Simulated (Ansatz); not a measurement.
A computed series for TiO2: response to strain

Consider TiO₂ in the anatase structure (space group I4_1/amd, No. 141; a = 3.799 Å, c = 9.701 Å).

Strains are applied to the cell and any free atomic positions relax.

Level of theory: PBE (Ansatz, a quantum-chemistry and plane-wave program), no spin-orbit coupling.

Notes on the quantities. energy relative to the base: free energy F.

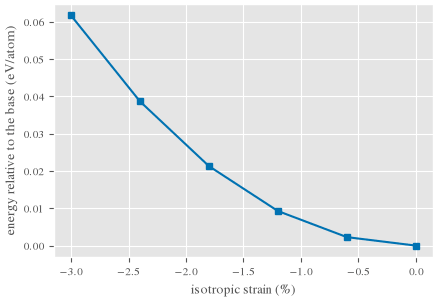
Energy relative to the base against isotropic strain

Problem. From the plot, what is the energy relative to the base for isotropic strain −2.40 %?

Solution. About 0.039 eV/atom.

Problem. Is the trend monotonic over the range shown?

Solution. Yes, it falls throughout, spanning 0 meV/atom to +62 meV/atom.

No phonon test of stability was made. All final runs are without spin polarisation.
